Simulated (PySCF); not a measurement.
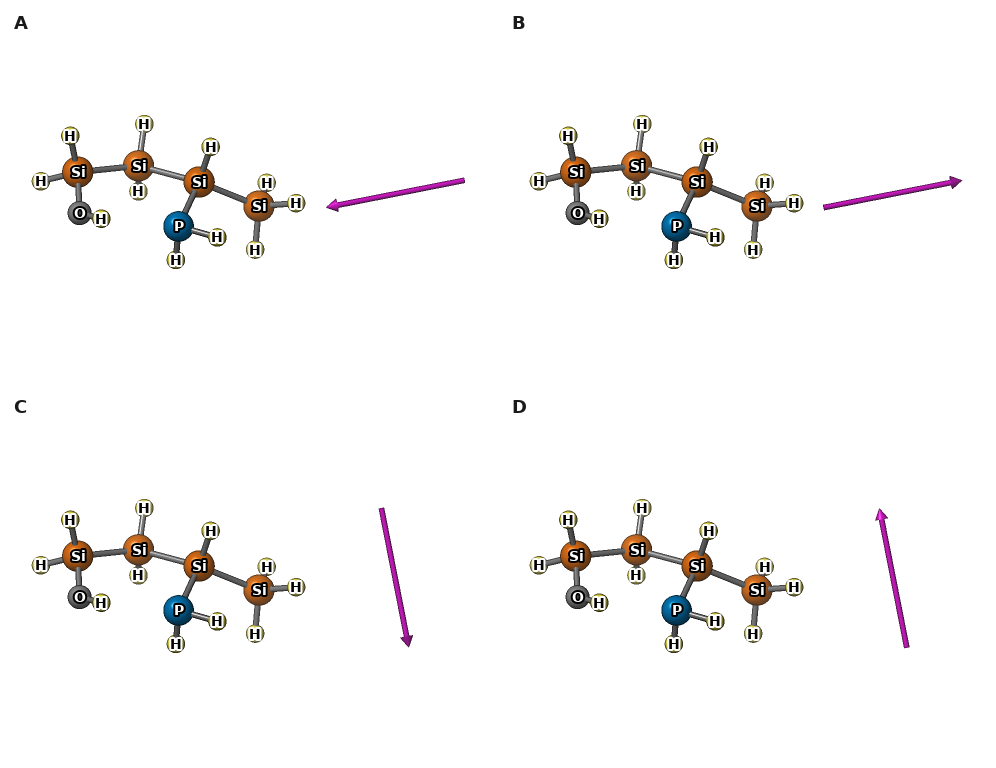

The same molecule four times, each with an arrow. Computed geometry: GFN2-xTB optimisation. No frequency run is at hand to confirm it as a minimum. Level of theory: ωB97X-D/def2-SVPD, gas phase (PySCF 2.14.0).

### Which arrow points along the dipole moment, from the negative to the positive end?

B. The dipole moment is 1.72 D.

The geometry is semi-empirical. Around P, Si such bond lengths and angles can be off by a tenth of an ångström or more and by several degrees, and values that hang on the shape move with them.
